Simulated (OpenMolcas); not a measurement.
Exact exchange and the HOMO–LUMO gap of C3HF3 (3,3,3-trifluoroprop-1-yne)

The species is C3HF3 (7 atoms), meant as a singlet with charge 0. SMILES: `C#CC(F)(F)F`. The shape is that of a PBE0-D4/def2-TZVP optimisation.

The HOMO–LUMO gap y, in eV, basis cc-pVDZ; a is the functional's share of exact exchange. Programs: OpenMolcas 26.06.

| functional | program | a | y (eV) |
| --- | --- | --- | --- |
| TPSS | OpenMolcas | 0 | 7.00 |
| revPBE | OpenMolcas | 0 | 6.79 |
| B3LYP | OpenMolcas | 0.2 | 8.68 |
| PBE0 | OpenMolcas | 0.25 | ? |
| BHLYP | OpenMolcas | 0.5 | 11.58 |

Task: Fit y = c + s·a to the known rows and predict PBE0.

Result: 
1. Means of the 4 rows: a = 0.1750, y = 8.512.
2. Σ(Δa)² = 0.1675, Σ(Δa·Δy) = 1.5673, so the slope is 1.5673/0.1675 = 9.357.
3. Intercept: 8.512 − (9.357) × 0.1750 = 6.875. The largest residual of the fit is 0.12.
4. PBE0: 6.875 + (9.357) × 0.25 = 9.21 eV.

The run gave 9.19 eV, so the prediction is off by +0.02 eV, within the scatter of the fit. Exact exchange lowers occupied levels and raises empty ones. The rows mix families of semi-local functionals, which the line can't see.

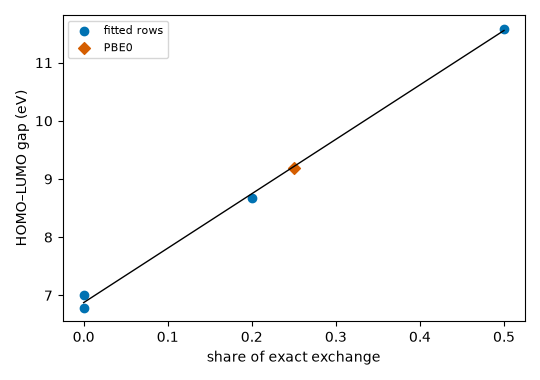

The fitted line, with the withheld row.
